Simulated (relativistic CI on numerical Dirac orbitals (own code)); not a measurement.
```
atom Ag  Z=47  charge=3  electrons=44
nucleus A=107  rms_radius_fm=4.5454
hamiltonian dirac-coulomb  breit=on  qed=on  c_scale=1
orbitals kli  potential=per-configuration
slater_scale 0.9
correlation none
mixing on
configurations
  [Kr] 4d8
  [He] 2s2 2p5 3s2 3p6 3d10 4s2 4p6 4d9
end
absorption L2,3 T=80 lorentz=0.96 gauss=0.5
crystal_field free
```

Multiplet model: relativistic Dirac–Coulomb–Breit theory, one configuration a step, Slater integrals scaled by 0.9, 80 K, Voigt broadening (Lorentzian 0.96 eV, Gaussian 0.5 eV full widths), computed with a radial Dirac CI code.

The L₂,₃ X-ray absorption spectrum that results, with the strongest transitions as sticks:

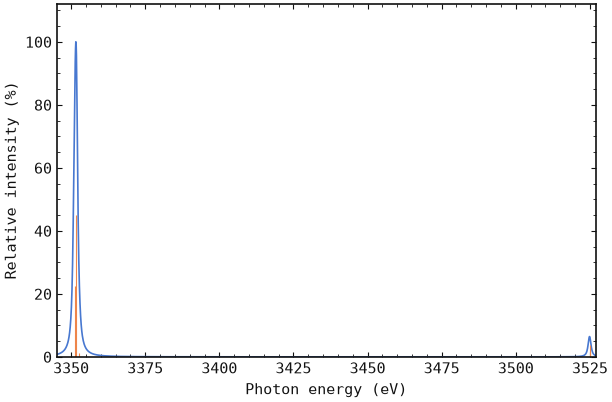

The main maxima lie at 3351.6 eV (100), heights in % of the largest; the centroid is at 3360.5 eV. The lower edge holds 0.95 of the intensity (branching ratio, edges parted at 3439 eV), and the core spin-orbit splitting of the orbitals is 178 eV. The ground state has S = 0.99.

Known limits: free-ion energies, so absolute edge positions are off by a few eV from solids.
